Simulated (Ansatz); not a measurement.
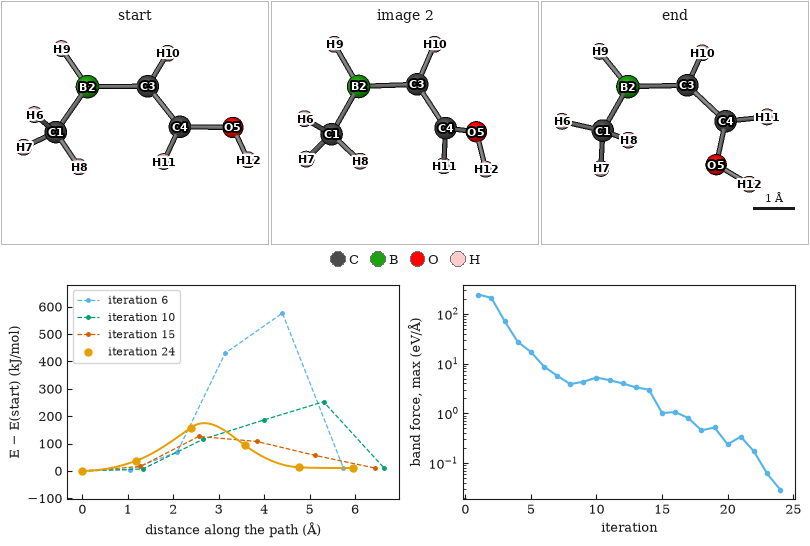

NEB run on C3H7BO. Images are numbered from 0 (start) to 5 (end). The plot follows the band through its iterations. The picture is a ball-and-stick view, seen at a tilt.

The calculation used Ansatz, RKS PBE0-D4/cc-pVDZ. Settings: 4 movable images; no climbing image; force threshold 0.03 eV/Å; iteration limit 60; starting path through a guess of the saddle point.

Question: How did the profile develop, and is the result final?

Answer: The run is converged, with reservations. The band converged in 24 iterations. The largest component of the band force went from 250 to 0.029 eV/Å. No image climbed, so the highest image needn't lie on the saddle point, and the true maximum along this path can be higher. The first iteration put the highest image at 6809.6 kJ/mol. The highest point, image 2, lies 157.4 kJ/mol above the start and 146.7 kJ/mol above the end; the end is at +10.8 kJ/mol relative to the start.
